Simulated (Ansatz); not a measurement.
# FH₄NSi + H₂O: a complex and its separated parts

Aim: how far the complex at one end of a reaction step lies below its separated, relaxed parts, level by level.

Method: PBE0-D4/def2-TZVP structures, single points in def2-TZVPP, no counterpoise correction; program: Ansatz 0.2.0, Gaussian basis.

Levels: SPW92, PBE-D4, BLYP-D4, r2SCAN-D4, B97M-V, PBE0-D4, B3LYP-D4, r2SCAN0-D4, BHLYP-D4, CAM-B3LYP-D4, wB97X-V, wB97M-V, B2PLYP, PBE-QIDH, RPA on PBE, Hartree-Fock, MP2, CCSD, CCSD(T).

Cores are frozen in the correlated methods. B3LYP uses VWN-RPA correlation. B2PLYP carries no dispersion term here.

95 further runs of the same task are left out: 1 that didn't finish, 94 set aside as unsound or not needed.

**1. Where the work starts**

The complex: 10 atoms, charge 0, spin multiplicity 1.

Atoms are counted from 1 here; the program's logs count them from 0.

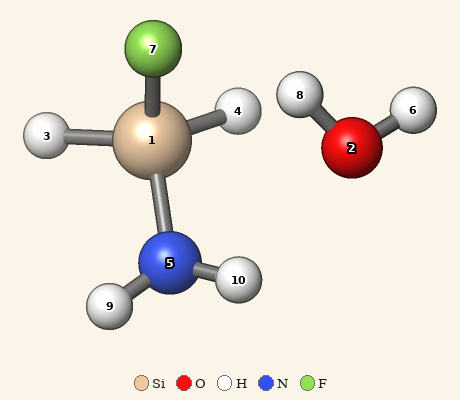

Start geometry, drawn with silicon light orange, oxygen red, hydrogen white, nitrogen blue, fluorine green; atoms are numbered from 1 in the order of the file.

Coordinates:

```xyz
10
FH6NOSi
Si   -1.0039    0.1644   -0.6183
O     1.3620   -0.9708    1.2361
H    -1.8788    0.6498   -1.7095
H    -1.7534   -0.2543    0.5850
N     0.1084    1.3806   -0.2457
H     1.0967   -1.5584    1.9468
F    -0.3261   -1.2018   -1.1634
H     1.1741   -1.4520    0.4234
H     0.4388    2.0266   -0.9421
H     0.7821    1.2159    0.4876
```

Its parts: FH₄NSi holds atoms 1, 3, 4, 5, 7, 9, 10; H₂O holds atoms 2, 6, 8. Each part counts its atoms afresh in its own runs.

**2. Relaxing FH₄NSi alone**

The input, relax-a/in.yaml:

```yaml
crystal:
  periodic: [false, false, false]
  atoms:
    - {symbol: Si, position_ang: [-1.003893, 0.164430, -0.618286]}
    - {symbol: H, position_ang: [-1.878835, 0.649768, -1.709502]}
    - {symbol: H, position_ang: [-1.753392, -0.254323, 0.584966]}
    - {symbol: N, position_ang: [0.108435, 1.380597, -0.245713]}
    - {symbol: F, position_ang: [-0.326094, -1.201794, -1.163417]}
    - {symbol: H, position_ang: [0.438841, 2.026634, -0.942138]}
    - {symbol: H, position_ang: [0.782110, 1.215925, 0.487631]}
basis:
  gaussian: {orbitals: def2-TZVP}
hamiltonian: {xc: pbe0, dispersion: d4}
relax: {f_tol: 0.005, max_steps: 200}
```

Run with:

```sh
$ ansatz run in.yaml --threads 4 --pin off --events-out ev --progress --plain --max-ram 9574MiB
```

After this run come: Relaxing H₂O alone; SPW92/def2-TZVPP; PBE-D4/def2-TZVPP; BLYP-D4/def2-TZVPP; r2SCAN-D4/def2-TZVPP; B97M-V/def2-TZVPP; PBE0-D4/def2-TZVPP; B3LYP-D4/def2-TZVPP; r2SCAN0-D4/def2-TZVPP; BHLYP-D4/def2-TZVPP; CAM-B3LYP-D4/def2-TZVPP; wB97X-V/def2-TZVPP; wB97M-V/def2-TZVPP; B2PLYP/def2-TZVPP; PBE-QIDH/def2-TZVPP; RPA on PBE/def2-TZVPP; CCSD(T)/def2-TZVPP; Vibrations of FH₄NSi; Vibrations of H₂O.

Before running it: what results should come out? Wanted: complex less parts, CCSD(T)/def2-TZVPP; with zero-point energy; largest T1 diagnostic.

As calculated:

| quantity | value |
| --- | --- |
| complex less parts, CCSD(T)/def2-TZVPP | -23.0 kJ/mol |
| with zero-point energy | -15.9 kJ/mol |
| largest T1 diagnostic | 0.011 |

What this shows: At CCSD(T) the complex lies 23.0 kJ/mol below its parts. The functionals run from PBE-QIDH, off by +1.2 kJ/mol, to SPW92, off by -14.8 kJ/mol, against CCSD(T). Mean unsigned error by rung: LDA 14.8, GGA 3.3, meta-GGA 3.5, hybrid 2.4, range-separated hybrid 3.2, double hybrid 1.7 kJ/mol. PBE-D4 gives a relative energy 3.9 kJ/mol too low, inside chemical accuracy (1 kcal/mol, 4.2 kJ/mol). No counterpoise was applied, and triple zeta lacks some correlation, so the CCSD(T) reference has a basis error of its own, and close matches with it are partly luck.
